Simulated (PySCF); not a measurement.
# TiOF2 (SMILES [O]=[Ti]([F])[F]): B3LYP/cc-pVDZ

What is the vertical singlet–triplet gap of TiOF2 at B3LYP/cc-pVDZ? Input form: a Python script.

The results are computed with PySCF 2.14.0.

6 further runs of the same task are left out: 2 that didn't finish, 4 set aside as unsound or not needed.

## Step 1: Starting point

TiOF2 has 4 atoms, charge 0, and is taken as a singlet. As SMILES, `[O]=[Ti]([F])[F]`. Geometry: a GFN2-xTB relaxation, a rough one for these elements and not checked as a minimum.

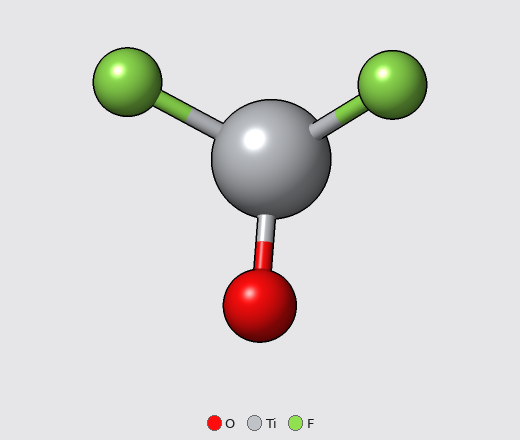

Viewed from a chosen angle; oxygen red, titanium light grey, fluorine green.

## Step 2: The energy at B3LYP/cc-pVDZ

Input file job.py:

```python
from pyscf import gto, dft

molecule = gto.Mole()
molecule.atom = '''
O      0.238219     0.958923     2.768921
Ti    -0.573589    -0.313902     0.156885
F      1.574917    -2.559653    -0.808878
F     -1.239547     1.914652    -2.116928
'''
molecule.verbose = 4
molecule.spin = 0
molecule.unit = 'bohr'
molecule.basis = 'cc-pvdz'
molecule.max_memory = 1860
molecule.build()

mf = dft.RKS(molecule, xc='b3lyp')
mf.grids.level = 5
mf.conv_tol = 1e-10
mf.kernel()
if not mf.converged:
    mf = mf.newton().run(mf.mo_coeff, mf.mo_occ)

etot = mf.e_tot
print('Final energy', etot)
```

On the command line:

```console
$ OMP_NUM_THREADS=1 python job.py
```

What it wrote:

```text
PySCF version 2.14.0

[INPUT] num. atoms = 4
[INPUT] num. electrons = 48
[INPUT] charge = 0
[INPUT] spin (= nelec alpha-beta = 2S) = 0
[INPUT] symmetry False subgroup None
[INPUT] Mole.unit = bohr
[INPUT] Symbol           X                Y                Z      unit          X                Y                Z       unit  Magmom
[INPUT]  1 O      0.126060066008   0.507440198627   1.465249892038 AA    0.238219000000   0.958923000000   2.768921000000 Bohr   0.0
[INPUT]  2 Ti    -0.303530227234  -0.166109784862   0.083019966735 AA   -0.573589000000  -0.313902000000   0.156885000000 Bohr   0.0
[INPUT]  3 F      0.833410185490  -1.354510035463  -0.428039804015 AA    1.574917000000  -2.559653000000  -0.808878000000 Bohr   0.0
[INPUT]  4 F     -0.655940024264   1.013190205242  -1.120230054758 AA   -1.239547000000   1.914652000000  -2.116928000000 Bohr   0.0

[... 66 lines left out ...]
converged SCF energy = -1124.60315719893
Final energy -1124.6031571989295
```

Wall time 11 s (1 thread of AMD EPYC 9R45 (Zen 5), shared host); peak memory 0.42 GiB.

## Step 3: The triplet

Input file job.py:

```python
from pyscf import gto, dft

mol = gto.M(
    atom='''
O      0.238219     0.958923     2.768921
Ti    -0.573589    -0.313902     0.156885
F      1.574917    -2.559653    -0.808878
F     -1.239547     1.914652    -2.116928
''',
    unit='bohr',
    basis='cc-pvdz',
    verbose=3,
    max_memory=1860,
    spin=2,
)

mf = dft.UKS(mol, xc='b3lyp')
mf.conv_tol = 1e-10
mf.grids.level = 5
mf.kernel()
if not mf.converged:
    mf = mf.newton().run(mf.mo_coeff, mf.mo_occ)

etot = mf.e_tot
print('Final energy', etot)
```

On the command line:

```console
$ OMP_NUM_THREADS=1 python job.py
```

What it wrote:

```text
WARN: HOMO -0.162702995977701 >= LUMO -0.486969093025384

WARN: HOMO -0.193216523352827 >= LUMO -0.228123247073821

WARN: HOMO -0.233374057706423 >= LUMO -0.316378521802002

WARN: HOMO -0.225891502392451 >= LUMO -0.283944043195003

WARN: HOMO -0.216511658809323 >= LUMO -0.280205832275233

WARN: HOMO -0.217138401107987 >= LUMO -0.276313629036582

WARN: HOMO -0.217420231145972 >= LUMO -0.276117620859546

WARN: HOMO -0.217473043347371 >= LUMO -0.275920504732794

WARN: HOMO -0.217416553102724 >= LUMO -0.275805691779585

WARN: HOMO -0.217343909669708 >= LUMO -0.275671013570902

WARN: HOMO -0.217102157093428 >= LUMO -0.274706747502878

WARN: HOMO -0.217056135768849 >= LUMO -0.274772700438994

WARN: HOMO -0.217071540512676 >= LUMO -0.275757934218542

WARN: HOMO -0.216764166366711 >= LUMO -0.274689306348769

WARN: HOMO -0.216862756029248 >= LUMO -0.275798267764582

WARN: HOMO -0.216806870632217 >= LUMO -0.275997526938518

WARN: HOMO -0.216781586423547 >= LUMO -0.275723187762309

WARN: HOMO -0.216784167635852 >= LUMO -0.276062319789884

WARN: HOMO -0.216774985229819 >= LUMO -0.275936639220108

WARN: HOMO -0.216774733597048 >= LUMO -0.275924471074375

WARN: HOMO -0.216774589842716 >= LUMO -0.275916498168387

WARN: HOMO -0.216774877766572 >= LUMO -0.275920886359266

WARN: HOMO -0.216773798996349 >= LUMO -0.27590843530779

WARN: HOMO -0.216781822018238 >= LUMO -0.275920099781124

WARN: HOMO -0.216775815319808 >= LUMO -0.275908093879643

WARN: HOMO -0.21676883671403 >= LUMO -0.275919749181104

WARN: HOMO -0.216773921632054 >= LUMO -0.275937106564461

WARN: HOMO -0.216766993466174 >= LUMO -0.275939416825895

WARN: HOMO -0.216771408597836 >= LUMO -0.275935682294052

WARN: HOMO -0.216768060447737 >= LUMO -0.275929588528069

WARN: HOMO -0.216772639923738 >= LUMO -0.275935099394861

WARN: HOMO -0.216774837602128 >= LUMO -0.275929666872382

WARN: HOMO -0.216775480118606 >= LUMO -0.275928143758095

WARN: HOMO -0.216776398171478 >= LUMO -0.275929002508521

WARN: HOMO -0.21677686787222 >= LUMO -0.275928443144558

WARN: HOMO -0.216776460579211 >= LUMO -0.275928256868152

WARN: HOMO -0.216777436846806 >= LUMO -0.275928605351513

WARN: HOMO -0.216776984540515 >= LUMO -0.275928801837426

WARN: HOMO -0.216777120925868 >= LUMO -0.275928615051391

WARN: HOMO -0.21677632305411 >= LUMO -0.275928380779712

WARN: HOMO -0.216776363883138 >= LUMO -0.275928912038042

WARN: HOMO -0.216776357884444 >= LUMO -0.275928876073988

WARN: HOMO -0.216776275208511 >= LUMO -0.275928621437293

WARN: HOMO -0.216776264561603 >= LUMO -0.275928847033488

WARN: HOMO -0.216776971255174 >= LUMO -0.275928296338825

converged SCF energy = -1124.46863775241  <S^2> = 2.0034386  2S+1 = 3.0022915
Final energy -1124.4686377524133
```

Run time: 42 s. Hardware: 1 thread of AMD EPYC 9R45 (Zen 5), shared host; peak memory 0.44 GiB.

## Step 4: Outcome

Level: B3LYP/cc-pVDZ.

| quantity | value |
| --- | --- |
| singlet: total energy | -1124.60316 Eh |
| singlet: dipole moment | 3.95 D |
| singlet: HOMO energy | -9.11 eV |
| singlet: LUMO energy | -3.64 eV |
| singlet: HOMO–LUMO gap | 5.47 eV |
| triplet: total energy | -1124.46864 Eh |
| triplet: dipole moment | 1.66 D |
| triplet: HOMO energy (highest over α and β) | -5.90 eV |
| triplet: ⟨S²⟩ | 2.003 |
| vertical energy of the triplet above the singlet | 3.660 eV |

In words: At this shape the triplet lies 3.66 eV (353 kJ/mol) above the singlet. Mulliken charges (triplet) run from -0.29 on F3 to +0.70 on Ti2.
